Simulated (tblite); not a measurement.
# C5H12N2OSi: the cost of one run

The runs use tblite 0.8.0 and PySCF 2.14.0, with density-fitted response routines of our own; the level of theory stands in each step. All values are computed, except where a source is named. Atoms count from 0, in the outputs and in this text.

## 1. The molecule as given

21 atoms, charge 0, multiplicity 1; geometry from: force field or distance geometry start.

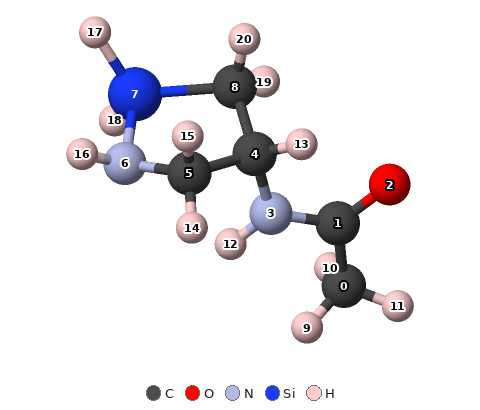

The starting geometry (carbon dark grey, oxygen red, nitrogen light blue, silicon blue, hydrogen pink), atoms numbered.

## 2. Optimising the geometry with GFN2-xTB

The job: settings as JSON, then the geometry in Å.

```
{"job": {"kind": "relax", "xc": "GFN2-xTB", "basis": "xTB"}, "charge": 0, "multiplicity": 1}
C      3.262400    -0.140400    -0.326400
C      1.999700    -0.793400     0.180200
O      2.040500    -1.685500     1.042500
N      0.847400    -0.287600    -0.362500
C     -0.478100    -0.773300     0.045500
C     -1.511600    -0.530400    -1.103300
N     -1.884800     0.904400    -1.047500
Si    -1.881000     1.511400     0.586800
C     -0.984600    -0.013600     1.286600
H      3.127500     0.170900    -1.363000
H      3.472500     0.737800     0.286500
H      4.083900    -0.845800    -0.267600
H      0.882500     0.484700    -0.992400
H     -0.392200    -1.843000     0.256900
H     -1.098800    -0.767500    -2.083300
H     -2.397600    -1.150900    -0.919200
H     -2.800700     1.037100    -1.462800
H     -3.296200     1.598200     1.024200
H     -1.090500     2.754900     0.618400
H     -0.183700     0.268100     1.983600
H     -1.725500    -0.619000     1.823600
```

On the command line:

```bash
> OMP_NUM_THREADS=1 python probes_run.py task.json out
```

One launch serves the whole session: the jobs run in the order shown.

**Question.** How long does this first job take on 1 thread of Arm Neoverse N1, shared host?

About 1.7 s.
